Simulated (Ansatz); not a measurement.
# GaNH3 (SMILES [NH2][GaH]) at UCAM-B3LYP/def2-TZVP

What is the vertical ionisation energy of GaNH3 at UCAM-B3LYP/def2-TZVP? 

The results are computed with Ansatz 0.2.0.

55 further runs of the same task are left out: 55 set aside as unsound or not needed.

### 1 The molecule

GaNH3: 5 atoms, total charge 0, spin state doublet. SMILES: `[NH2][GaH]`. The coordinates come from a PBE0-D4/def2-TZVP relaxation. This is one conformer, not always the lowest.

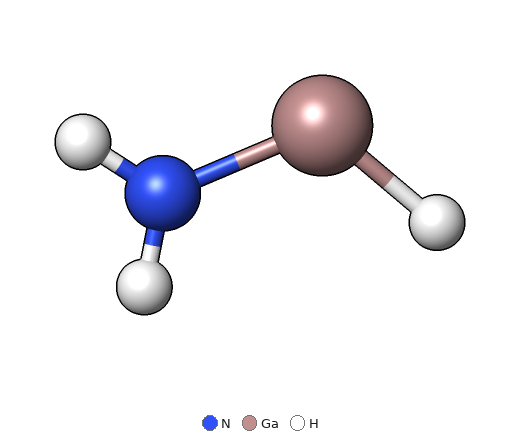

Viewed from a chosen angle; nitrogen blue, gallium pink, hydrogen white.

### 2 A single-point energy at UCAM-B3LYP/def2-TZVP

Contents of run.yaml:

```yaml
crystal:
  periodic: [false, false, false]
  atoms:
    - {symbol: N, position_ang: [-0.211900, -0.684000, 0.064700]}
    - {symbol: Ga, position_ang: [0.815500, 0.782900, 0.417000]}
    - {symbol: H, position_ang: [-0.946800, -0.701300, -0.625100]}
    - {symbol: H, position_ang: [-0.115200, -1.569300, 0.532000]}
    - {symbol: H, position_ang: [0.508200, 2.097900, -0.430100]}
basis:
  gaussian:
    orbitals: def2-TZVP
total_charge: 0
magnetization:
  spin_polarized: true
  initial_magnetization: 1
hamiltonian:
  xc: {name: CAM-B3LYP}
accuracy: high
output: {orbitals: {seedname: orbitals}}
```

Run with:

```bash
$ ansatz run run.yaml --threads 1 --pin off --max-ram 3480MiB --events-out events.jsonl --progress --plain --runs-dir runs
```

Output:

```text
Warning: RAYON_NUM_THREADS=1 ignored (pool sized by the plan → 1); use --threads N
Functional definition: CAM-B3LYP
  name "CAM-B3LYP"
  parameter alpha = 0.19
  parameter beta = 0.46
  parameter omega = 0.33/bohr
  parameter ac = 0.81
  exchange = (1 - alpha - beta)*b88_x + beta*b88_x_sr(omega) + alpha*exact_x + beta*exact_x_lr(omega)
  correlation = (1 - ac)*vwn5_c + ac*lyp_c
1600 factors; integrals over basis functions are off by at most 4.6e-9 eV
330 factors; integrals over basis functions are off by at most 2.4e-9 eV
mean field evaluation 1: about -53911.9538 eV, gradient 4.5e1 eV
mean field evaluation 2: about -53898.1451 eV, gradient 6.8e1 eV
mean field evaluation 4: about -53919.2808 eV, gradient 1.1e0 eV
mean field evaluation 8: about -53919.2974 eV, gradient 5.4e-2 eV
mean field evaluation 16: about -53919.2975 eV, gradient 1.3e-4 eV
mean field -53919.29752279 eV, -1981.4976361499 hartree, gradient 5.8e-8 eV, S^2 0.753618; 0 other end points of the search recorded, 0 dependent functions left out
reference -53919.29753899 eV, -1981.4976367453 hartree; 21, 20 occupied and 76, 77 virtual orbitals, 1600 factors
Total energy: -53919.29753899 eV, -1981.4976367453 hartree
```

It took 11 s on 1 thread of Arm Neoverse V1, shared host; peak memory 0.4 GiB.

### 3 The singlet cation

run.yaml: that of step 2 with these lines changed.

```diff
@@ -11,6 +11,6 @@
     orbitals: def2-TZVP
-total_charge: 0
+total_charge: 1
 magnetization:
-  spin_polarized: true
-  initial_magnetization: 1
+  spin_polarized: false
+  initial_magnetization: 0
 hamiltonian:
@@ -18,2 +18,3 @@
 accuracy: high
-output: {orbitals: {seedname: orbitals}}
+output:
+  orbitals: {seedname: orbitals}
```

Run with:

```bash
$ ansatz run run.yaml --threads 1 --pin off --max-ram 3480MiB --events-out events.jsonl --progress --plain --runs-dir runs
```

Output (excerpt; [...] marks lines left out):

```text
Warning: RAYON_NUM_THREADS=1 ignored (pool sized by the plan → 1); use --threads N
[... 8 set-up lines as earlier in the session ...]
1601 factors; integrals over basis functions are off by at most 4.6e-9 eV
330 factors; integrals over basis functions are off by at most 2.4e-9 eV
mean field evaluation 1: about -53892.1774 eV, gradient 1.0e2 eV
mean field evaluation 2: about -53845.0127 eV, gradient 1.4e2 eV
mean field evaluation 4: about -53911.0650 eV, gradient 7.6e0 eV
mean field evaluation 8: about -53911.2120 eV, gradient 1.3e0 eV
mean field evaluation 16: about -53911.2157 eV, gradient 2.4e-4 eV
mean field -53911.21575000 eV, -1981.2006364781 hartree, gradient 2.7e-8 eV, S^2 0.000000; 0 other end points of the search recorded, 0 dependent functions left out
reference -53911.21576602 eV, -1981.2006370667 hartree; 20, 20 occupied and 77, 77 virtual orbitals, 1601 factors
Total energy: -53911.21576602 eV, -1981.2006370667 hartree
```

Wall time 6.6 s (1 thread of Arm Neoverse V1, shared host); peak memory 0.29 GiB.

### 4 Results

Level: UCAM-B3LYP/def2-TZVP.

| quantity | value |
| --- | --- |
| doublet GaNH3: total energy | -1981.49764 Eh |
| doublet GaNH3: HOMO energy (highest over α and β) | -6.83 eV |
| doublet GaNH3: LUMO energy (lowest over α and β) | -1.48 eV |
| doublet GaNH3: ⟨S²⟩ | 0.754 |
| singlet cation: total energy | -1981.20064 Eh |
| singlet cation: HOMO energy | -14.91 eV |
| singlet cation: LUMO energy | -9.30 eV |
| singlet cation: HOMO–LUMO gap | 5.62 eV |
| vertical ionisation energy (to the singlet cation) | 8.082 eV |

In words: The vertical ionisation energy comes to 8.08 eV (780 kJ/mol). Only the singlet of the ionised species was computed; a triplet could lie lower.
